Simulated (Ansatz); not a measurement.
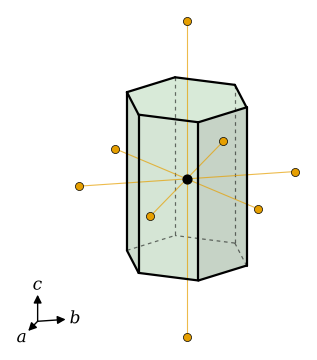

Crystal: Y, the end point of a relaxation with Ansatz, DFT, r2SCAN, PAW with Ansatz's default frozen-core files, scalar-relativistic. The Wigner–Seitz cell of the crystal's lattice, with lines to the lattice points that define its faces. Symmetry computed with spglib at a tolerance of 0.002 Å; standard conventional cell.

a = 3.682 Å, b = 3.682 Å, c = 5.689 Å, α = 90.00°, β = 90.00°, γ = 120.00°; space group P6_3/mmc (No. 194).

Which of Fedorov's five parallelohedra is it?

A hexagonal prism: 8 faces (6 with 4 edges, 2 with 6 edges), 18 edges, 12 vertices. Its volume is that of the primitive cell, 66.8 Å³.

Which lattice vectors do the faces bisect?

```json
{"example": "a + b", "length (Å)": "3.68", "faces": "6", "edges of each": "4", "area (Å²)": "12.1"}
{"example": "c", "length (Å)": "5.69", "faces": "2", "edges of each": "6", "area (Å²)": "11.7"}
```
